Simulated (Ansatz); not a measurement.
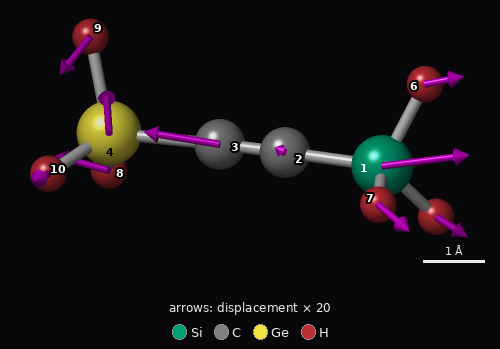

This is a relaxation of C$_{2}$H$_{6}$GeSi (coarse preliminary run). The starting structure is drawn; purple arrows show the displacements, magnified 20 times. The two geometries are superimposed by the best rigid fit.

A ball-and-stick model, seen at a tilt.

The start comes from a force field.

All numbers below come from RKS PBE-D4/def2-SVP in Ansatz. Settings: force threshold 0.03 eV/Å; at most 200 steps.

**What happened in the run?**

The Si atom moves most after the best rigid fit: 0.078 Å. Largest moves by element: Si 0.078 Å, C 0.064 Å, Ge 0.063 Å, H 0.056 Å. Some distances before and after: C–Si 1.754 → 1.837 Å, Ge–H 1.474 → 1.547 Å, Ge–H 1.610 → 1.547 Å, C–C 1.181 → 1.236 Å. Bond angles that change, for instance: C–Ge–H 112.6° → 108.6°, H–Si–H 106.8° → 109.3°, C–Ge–H 106.5° → 108.9°. After 3 geometry steps the energy has fallen by 0.354 eV. The largest force component goes from 4.5 to 0.027 eV/Å. The run took roughly 8 core-seconds on a shared host.
